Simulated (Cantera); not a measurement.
Charge: 1 mol Si, 0.0013 mol O2, 530 mol H2, equilibrated at 120 Pa.

Method: chemical equilibrium by Gibbs-energy minimisation in Cantera with the NASA 1993 tables (ideal gas, pure condensed phases). Candidate condensed phases: H2O, Si, SiO2; 18 gas species. Gases not in the tables: Si2H6 and higher silanes. Kinetics and transport are ignored.

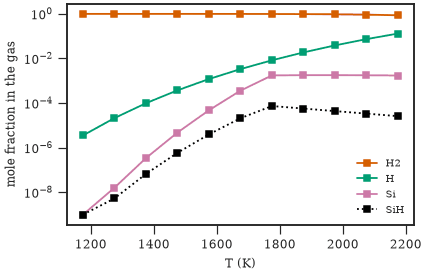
*Equilibrium gas composition (values under 1e-9 drawn at 1e-9)*

From 1175 K to 1675 K the condensed part is Si(s). From 1775 K to 2175 K nothing is condensed. The main Si-bearing gas is SiO at 1175 K and Si at 2175 K.
